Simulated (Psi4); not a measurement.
# AlHOF2 (SMILES [OH][Al]([F])[F]): M06-L/6-311+G(d,p)

What is the vertical electron affinity of AlHOF2 at M06-L/6-311+G**? 

The calculation is run with Psi4 1.11.

1 further run of the same task is left out (set aside as unsound or not needed).

## 1. The system as given

AlHOF2: 5 atoms, total charge 0, spin state singlet. As SMILES, `[OH][Al]([F])[F]`. Geometry: relaxed at PBE0-D4/def2-TZVP.

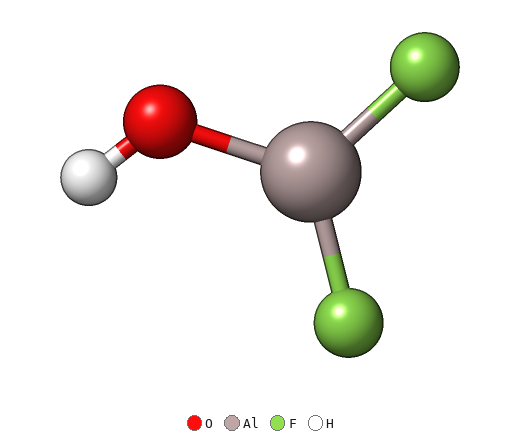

The structure, seen from a chosen angle (oxygen red, aluminium light grey, fluorine green, hydrogen white).

## 2. Energy and forces at M06-L/6-311+G(d,p)

File input.json:

```json
{
  "schema_name": "qcschema_input",
  "schema_version": 1,
  "molecule": {
    "schema_name": "qcschema_molecule",
    "schema_version": 2,
    "symbols": ["O", "Al", "F", "F", "H"],
    "geometry": [0.00850377, 2.31869395, 0.00453534, 0.35092214, -0.82240881, 0.17404378, 2.81077864, -1.98534627, 1.63007776, -1.69678509, -2.78129891, -1.07090779, -1.3793111, 3.13146516, -0.81598374],
    "molecular_charge": 0,
    "molecular_multiplicity": 1,
    "fix_symmetry": "c1",
    "fix_com": true,
    "fix_orientation": true
  },
  "driver": "gradient",
  "model": {
    "method": "m06-l",
    "basis": "6-311+G**"
  },
  "keywords": {
    "puream": true,
    "e_convergence": 1e-09,
    "d_convergence": 1e-08,
    "scf_type": "pk",
    "dft_radial_points": 99,
    "dft_spherical_points": 590,
    "scf_properties": ["LOWDIN_CHARGES", "MAYER_INDICES", "QUADRUPOLE"]
  }
}
```

On the command line:

```console
$ psi4 --qcschema input.json -n 1 --memory 1600MB
```

stdout:

```text
[...]
  Running in c1 symmetry.
[...]
  Nuclear repulsion =  160.477498817921798
[...]
  Multiplicity = 1
[...]
  Nalpha       = 20
  Nbeta        = 20
[...]
    Number of basis functions: 102
[...]
   @RKS iter   1:  -517.79226906591987   -4.74173e-01   1.08683e-02 ADIIS/DIIS
[...]
   @RKS iter  12:  -518.19107878058242   -5.79803e-12   6.11280e-09 DIIS
[...]
    Orbital Energies [Eh]
    ---------------------
    Doubly Occupied:
       1A    -55.814373     2A    -24.483032     3A    -24.480511
       4A    -18.979392     5A     -4.153368     6A     -2.663946
       7A     -2.658982     8A     -2.657252     9A     -1.150758
      10A     -1.143190    11A     -0.982846    12A     -0.499289
      13A     -0.439816    14A     -0.413460    15A     -0.389205
      16A     -0.386629    17A     -0.375660    18A     -0.367461
      19A     -0.327504    20A     -0.314304
[...]
  @RKS Final Energy:  -518.19107878058242
   => Energetics <=
    Nuclear Repulsion Energy =            160.4774988179217985
    One-Electron Energy =               -1040.8214944649917015
    Two-Electron Energy =                 410.9148205443924553
    DFT Exchange-Correlation Energy =     -48.7619036779049253
    Empirical Dispersion Energy =           0.0000000000000000
    VV10 Nonlocal Energy =                  0.0000000000000000
    Total Energy =                       -518.1910787805824157
[...]
 Multipole Moments:
 ------------------------------------------------------------------------------------
     Multipole            Electronic (a.u.)      Nuclear  (a.u.)        Total (a.u.)
 ------------------------------------------------------------------------------------
 L = 1.  Multiply by 2.5417464519 to convert [e a0] to [Debye]
 Dipole X            :        -13.8194706           13.2766488           -0.5428218
 Dipole Y            :         32.4299061          -31.9101044            0.5198017
 Dipole Z            :         -6.8338753            6.5153979           -0.3184775
 Magnitude           :                                                    0.8162580
 L = 2.  Multiply by 1.3450342976 to convert [e a0^2] to [Debye ang]
 Quadrupole XX       :       -122.1330399          100.5199860          -21.6130539
 Quadrupole XY       :         13.6846542          -15.6632638           -1.9786096
[...]
  -Total Gradient:
     Atom            X                  Y                   Z
    ------   -----------------  -----------------  -----------------
       1        0.001720183053    -0.006140015496     0.000961974771
       2        0.000793664339    -0.006405196761     0.000407343939
       3       -0.010092793913     0.004579173265    -0.005979466598
       4        0.008396886731     0.008199341336     0.005105585917
       5       -0.000822011890    -0.000433145959    -0.000499767712
[...]
```

The result, in JSON:

```text
{
 "driver": "gradient",
 "model": {
  "method": "m06-l",
  "basis": "6-311+G**"
 },
 "success": true,
 "return_result": [0.0017201830531859974, -0.006140015495500861, 0.0009619747714715299, 0.0007936643389544994, -0.006405196760886106, 0.000407343938838468, -0.010092793912894832, 0.004579173264757333, -0.0059794665978688405, 0.008396886731350472, 0.00819934133574314, 0.00510558591674512, -0.0008220118898559781, -0.00043314595948448775, -0.0004997677119441268],
 "properties": {
  "calcinfo_nbasis": 102,
  "calcinfo_nmo": 102,
  "calcinfo_nalpha": 20,
  "calcinfo_nbeta": 20,
  "calcinfo_natom": 5,
  "nuclear_repulsion_energy": 160.4774988179218,
  "return_energy": -518.1910787805824,
  "return_gradient": [0.0017201830531859974, -0.006140015495500861, 0.0009619747714715299, 0.0007936643389544994, -0.006405196760886106, 0.000407343938838468, -0.010092793912894832, 0.004579173264757333, -0.0059794665978688405, 0.008396886731350472, 0.00819934133574314, 0.00510558591674512, -0.0008220118898559781, -0.00043314595948448775, -0.0004997677119441268],
  "scf_one_electron_energy": -1040.8214944649917,
  "scf_two_electron_energy": 410.91482054439246,
  "scf_xc_energy": -48.761903677904925,
  "scf_dipole_moment": [-0.5428217780573839, 0.5198016992273757, -0.3184774932323613],
  "scf_total_energy": -518.1910787805824,
  "scf_total_gradient": [0.0017201830531859974, -0.006140015495500861, 0.0009619747714715299, 0.0007936643389544994, -0.006405196760886106, 0.000407343938838468, -0.010092793912894832, 0.004579173264757333, -0.0059794665978688405, 0.008396886731350472, 0.00819934133574314, 0.00510558591674512, -0.0008220118898559781, -0.00043314595948448775, -0.0004997677119441268],
  "scf_iterations": 12
 }
}
```

It took 21 s on 1 thread of AMD EPYC 9R45 (Zen 5), shared host; peak memory 0.72 GiB.

## 3. The doublet anion: the energy at UM06-L/6-311+G(d,p)

File run.py:

```python
import psi4

psi4.set_memory('1600 MB')
psi4.set_num_threads(1)
psi4.core.set_output_file('alf2ho.out', False)

geom = psi4.geometry("""
-1 2
O      0.00850377     2.31869395     0.00453534
Al     0.35092214    -0.82240881     0.17404378
F      2.81077864    -1.98534627     1.63007776
F     -1.69678509    -2.78129891    -1.07090779
H     -1.37931110     3.13146516    -0.81598374
units au
symmetry c1
""")

psi4.set_options({
    'reference': 'uks',
    'puream': True,
    'e_convergence': 1e-09,
    'd_convergence': 1e-08,
    'scf_type': 'pk',
    'dft_radial_points': 99,
    'dft_spherical_points': 590,
    'maxiter': 200,
})

result, w = psi4.energy('m06-l/6-311+G**', molecule=geom, return_wfn=True)
psi4.oeprop(w, 'LOWDIN_CHARGES', 'QUADRUPOLE', 'MAYER_INDICES')
print(f'm06-l/6-311+G** energy: {result:.10f} Eh')
for k, v in sorted(psi4.core.scalar_variables().items()):
    print(f'{k:45s} {v:18.10f}')
```

On the command line:

```console
$ python run.py
```

alf2ho.out:

```text
[...]
  Running in c1 symmetry.
[...]
  Nuclear repulsion =  160.477498817921798
[...]
  Multiplicity = 2
[...]
  Nalpha       = 21
  Nbeta        = 20
[...]
    Number of basis functions: 102
[...]
   @UKS iter   1:  -517.65804753455222   -3.39989e-01   1.17102e-02 ADIIS/DIIS
[...]
   @UKS iter  18:  -518.16945172183978   -1.85310e-11   8.66026e-09 DIIS
[...]
   @S^2 Observed:                7.538507922E-01
[...]
    Orbital Energies [Eh]
    ---------------------
    Alpha Occupied:
       1A    -55.592391     2A    -24.289603     3A    -24.283478
       4A    -18.774668     5A     -3.930853     6A     -2.440254
       7A     -2.437497     8A     -2.435798     9A     -0.958546
      10A     -0.948309    11A     -0.780041    12A     -0.299158
      13A     -0.248284    14A     -0.223505    15A     -0.200639
      16A     -0.196512    17A     -0.183270    18A     -0.177721
      19A     -0.130294    20A     -0.114374    21A      0.084872
    Alpha Virtual:
      22A      0.121475    23A      0.128287    24A      0.153268
      25A      0.178556    26A      0.190960    27A      0.241008
[...]
  @UKS Final Energy:  -518.16945172183978
   => Energetics <=
    Nuclear Repulsion Energy =            160.4774988179217985
    One-Electron Energy =               -1048.8959462366228763
    Two-Electron Energy =                 419.1438701504538358
    DFT Exchange-Correlation Energy =     -48.8948744535925215
    Empirical Dispersion Energy =           0.0000000000000000
    VV10 Nonlocal Energy =                  0.0000000000000000
    Total Energy =                       -518.1694517218397777
[...]
 Multipole Moments:
 ------------------------------------------------------------------------------------
     Multipole            Electronic (a.u.)      Nuclear  (a.u.)        Total (a.u.)
 ------------------------------------------------------------------------------------
 L = 1.  Multiply by 2.5417464519 to convert [e a0] to [Debye]
 Dipole X            :          1.4679283           -1.0575995            0.4103288
 Dipole Y            :         -3.9576564            3.4664567           -0.4911996
 Dipole Z            :          0.8323916           -0.5933049            0.2390867
 Magnitude           :                                                    0.6832344
 L = 2.  Multiply by 1.3450342976 to convert [e a0^2] to [Debye ang]
 Quadrupole XX       :       -127.7987597           96.1412138          -31.6575459
 Quadrupole XY       :          4.4884084           -5.1634356           -0.6750273
[...]
```

The script printed:

```text
m06-l/6-311+G** energy: -518.1694517218 Eh
CURRENT ENERGY                                   -518.1694517218
CURRENT REFERENCE ENERGY                         -518.1694517218
DD SOLVATION ENERGY                                 0.0000000000
DFT FUNCTIONAL TOTAL ENERGY                      -518.1694517218
DFT TOTAL ENERGY                                 -518.1694517218
DFT VV10 ENERGY                                     0.0000000000
DFT XC ENERGY                                     -48.8948744536
GRID ELECTRONS ALPHA                               21.0000003245
GRID ELECTRONS BETA                                20.0000001214
GRID ELECTRONS TOTAL                               41.0000004460
NUCLEAR REPULSION ENERGY                          160.4774988179
ONE-ELECTRON ENERGY                             -1048.8959462366
PCM POLARIZATION ENERGY                             0.0000000000
PE ENERGY                                           0.0000000000
SCF ITERATION ENERGY                             -518.1694517218
SCF ITERATIONS                                     18.0000000000
SCF TOTAL ENERGY                                 -518.1694517218
TWO-ELECTRON ENERGY                               419.1438701505
XC GRID RADIAL POINTS                              99.0000000000
XC GRID SPHERICAL POINTS                          590.0000000000
XC GRID TOTAL POINTS                           283002.0000000000
```

Run time: 42 s. Hardware: 1 thread of AMD EPYC 9R45 (Zen 5), shared host; peak memory 0.72 GiB.

## 4. What came out

Level: M06-L/6-311+G**.

| quantity | value |
| --- | --- |
| singlet AlHOF2: total energy | -518.19108 Eh |
| singlet AlHOF2: dipole moment | 2.07 D |
| singlet AlHOF2: HOMO energy | -8.55 eV |
| singlet AlHOF2: LUMO energy | -1.54 eV |
| singlet AlHOF2: HOMO–LUMO gap | 7.01 eV |
| singlet AlHOF2: largest force on an atom | 0.658 eV/Å |
| doublet anion: total energy | -518.16945 Eh |
| doublet anion: HOMO energy (highest over α and β) | 2.31 eV |
| doublet anion: LUMO energy (lowest over α and β) | 2.94 eV |
| doublet anion: ⟨S²⟩ | 0.754 |
| vertical electron affinity (to the doublet anion) | -0.589 eV |

What this shows: The anion lies 0.59 eV (13.6 kcal/mol) above the neutral: the electron isn't bound at this level, and such a value depends on the basis. The largest force (singlet AlHOF2) is 0.66 eV/Å: the shape isn't a stationary point for this species at this level. The HOMO (doublet anion) lies at positive energy, 2.31 eV, as semi-local functionals often give for anions; only total energies tell whether the electron is bound.
